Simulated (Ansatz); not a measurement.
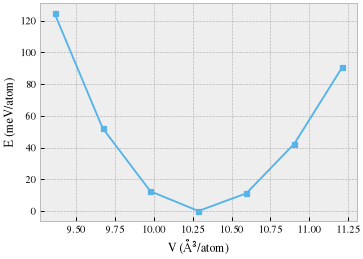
WC in space group P-6m2 (No. 187; W on 1a, C on 1f) under volume change, the program Ansatz at the PBEsol level (PAW), shape and atoms relaxed at each volume.

What does a third-order Birch–Murnaghan fit give for V₀, B₀ and B′?

V₀ = 10.29 Å³/atom, B₀ = 406 GPa, B′ = 4.3.

The PBEsol relaxation kept the symmetry of its start. The run is not spin-polarised. Spin–orbit coupling is left out wherever it is not named.

Potentials: the earlier of the program's two PAW sets. The files were generated under PBE; for other functionals the program regenerates the frozen cores, and for LDA and PBEsol the local potential too.
